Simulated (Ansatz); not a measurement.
**TaNHCl₃: one change and its effect**

System: TaNHCl₃.
Method of the first run: RKS wB97M-V/def2-SVP (Ansatz 0.2.0).

The geometry comes from this level: PBE0-D4/def2-TZVP. Text and figures count atoms from 1; the logs count them from 0 in places.

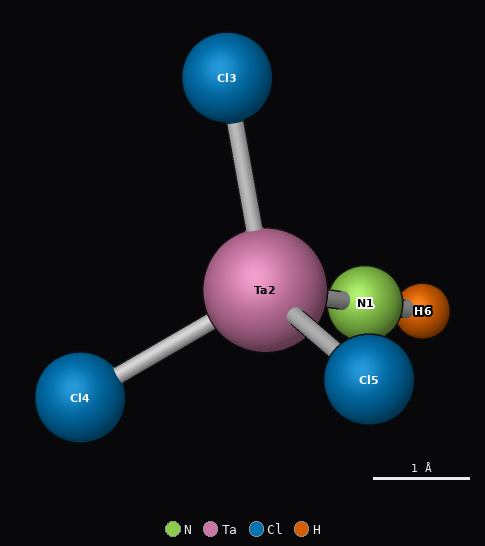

**Figure 1.** The structure (ball-and-stick view, seen at a tilt; atoms are numbered from 1 in the order of the input). Sticks mark near contacts. Bond lengths as drawn: Cl–Ta 2.29 Å, H–N 1.01 Å and N–Ta 1.75 Å.

**The input, the first run**
```yaml
crystal:
  periodic: [false, false, false]
  atoms:
    - {symbol: N, position_ang: [-0.515380, 0.562098, 1.089146]}
    - {symbol: Ta, position_ang: [0.163564, -0.182362, -0.336276]}
    - {symbol: Cl, position_ang: [1.816857, -1.612139, 0.347279]}
    - {symbol: Cl, position_ang: [-1.521487, -1.311152, -1.399928]}
    - {symbol: Cl, position_ang: [1.005594, 1.487694, -1.657912]}
    - {symbol: H, position_ang: [-0.907148, 0.991761, 1.911491]}
basis:
  gaussian: {orbitals: def2-SVP}
hamiltonian: {xc: {name: wB97M-V}}
output: {orbitals: {seedname: orbitals}}
```

Hardware: 4 CPU threads, shared host.

**Output (the first run)**
```
Functional definition: wB97M-V
  parameter omega = 0.3/bohr
  parameter cx = 0.15
  parameter cx01 = 1.007
  parameter cx10 = 0.259
  parameter css00 = 0.443
  parameter css04 = -1.437
  parameter css10 = -4.535
  parameter css20 = -3.390
  parameter css43 = 4.278
  parameter cos00 = 1.000
  parameter cos10 = 1.358
  parameter cos20 = 2.924
  parameter cos21 = -8.812
  parameter cos60 = -1.390
  parameter cos61 = 9.142
  parameter b = 6.0
  parameter c = 0.01
  gx(w, u) = 1 - cx + cx01*u + cx10*w
  gss(w, u) = css00 + css04*u^4 + css10*w + css20*w^2 + css43*w^4*u^3
  gos(w, u) = cos00 + cos10*w + (cos20 + cos21*u)*w^2 + (cos60 + cos61*u)*w^6
  exchange = spin_sum(e_x_unif_sr(omega)*gx(b97_w, b97_u_x)) + cx*exact_x_sr(omega) + exact_x_lr(omega)
  correlation = spin_sum(e_c_pw_mod_same_spin*gss(b97_w, b97_u_same))
      + integral(e_c_pw_mod_opposite_spin*gos(b97_w_opposite, b97_u_opposite)) + vv10(b, c)
986 factors; integrals over basis functions are off by at most 6.9e-4 eV
223 factors; integrals over basis functions are off by at most 1.6e-5 eV
mean field evaluation 1: about -40605.3761 eV, gradient 6.5e1 eV
mean field evaluation 2: about -40570.6619 eV, gradient 1.4e2 eV
mean field evaluation 4: about -40614.7294 eV, gradient 2.5e0 eV
mean field evaluation 8: about -40614.8416 eV, gradient 1.5e-1 eV
mean field evaluation 16: about -40614.8416 eV, gradient 9.4e-5 eV
mean field -40614.84161596 eV, -1492.5678996582 hartree, gradient 5.6e-5 eV, S^2 0.000000; 0 other end points of the search recorded, 0 dependent functions left out
reference -40614.84168524 eV, -1492.5679022041 hartree; 36, 36 occupied and 69, 69 virtual orbitals, 986 factors
Total energy: -40614.84168524 eV, -1492.5679022041 hartree
```

For the second run the input was changed thus:
```diff
-  gaussian: {orbitals: def2-SVP}
+  gaussian: {orbitals: "def2-QZVPP.json"}
```

What does this change do to the results?

The total energy of the second run is 373.7 kcal/mol lower, which measures the change of basis and not a stability. The LUMO goes from −0.12 to −0.29 eV. The basis functions go from 105 to 378.

**Output (the second run)**
```
Functional definition: wB97M-V
  parameter omega = 0.3/bohr
  parameter cx = 0.15
  parameter cx01 = 1.007
  parameter cx10 = 0.259
  parameter css00 = 0.443
  parameter css04 = -1.437
  parameter css10 = -4.535
  parameter css20 = -3.390
  parameter css43 = 4.278
  parameter cos00 = 1.000
  parameter cos10 = 1.358
  parameter cos20 = 2.924
  parameter cos21 = -8.812
  parameter cos60 = -1.390
  parameter cos61 = 9.142
  parameter b = 6.0
  parameter c = 0.01
  gx(w, u) = 1 - cx + cx01*u + cx10*w
  gss(w, u) = css00 + css04*u^4 + css10*w + css20*w^2 + css43*w^4*u^3
  gos(w, u) = cos00 + cos10*w + (cos20 + cos21*u)*w^2 + (cos60 + cos61*u)*w^6
  exchange = spin_sum(e_x_unif_sr(omega)*gx(b97_w, b97_u_x)) + cx*exact_x_sr(omega) + exact_x_lr(omega)
  correlation = spin_sum(e_c_pw_mod_same_spin*gss(b97_w, b97_u_same))
      + integral(e_c_pw_mod_opposite_spin*gos(b97_w_opposite, b97_u_opposite)) + vv10(b, c)
1700 factors; their error is unknown
281 factors; integrals over basis functions are off by at most 4.1e-5 eV
mean field evaluation 1: about -40620.4157 eV, gradient 7.3e1 eV
mean field evaluation 2: about -40581.0894 eV, gradient 1.6e2 eV
mean field evaluation 4: about -40630.9686 eV, gradient 4.6e0 eV
mean field evaluation 8: about -40631.0210 eV, gradient 1.6e-1 eV
mean field evaluation 16: about -40631.0481 eV, gradient 2.7e-4 eV
mean field -40631.04811508 eV, -1493.1634775157 hartree, gradient 7.5e-5 eV, S^2 0.000000; 0 other end points of the search recorded, 0 dependent functions left out
reference -40631.04816881 eV, -1493.1634794901 hartree; 36, 36 occupied and 342, 342 virtual orbitals, 1700 factors
Total energy: -40631.04816881 eV, -1493.1634794901 hartree
```

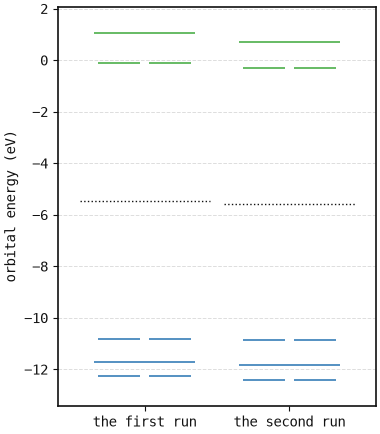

**Figure 2.** The five highest filled and three lowest empty orbital energies of the two runs; the dotted lines part filled from empty levels. The HOMO–LUMO gap is 10.71 eV in the first run and 10.56 eV in the second run.

**The two runs side by side**

| quantity | the first run | the second run |
| --- | --- | --- |
| outcome | converged | converged |
| total energy (hartree) | −1492.567902 | −1493.163479 |
| HOMO (eV) | −10.83 | −10.85 |
| LUMO (eV) | −0.12 | −0.29 |
| basis functions | 105 | 378 |
| wall time (shared host) | 3.1 s | 10 s |
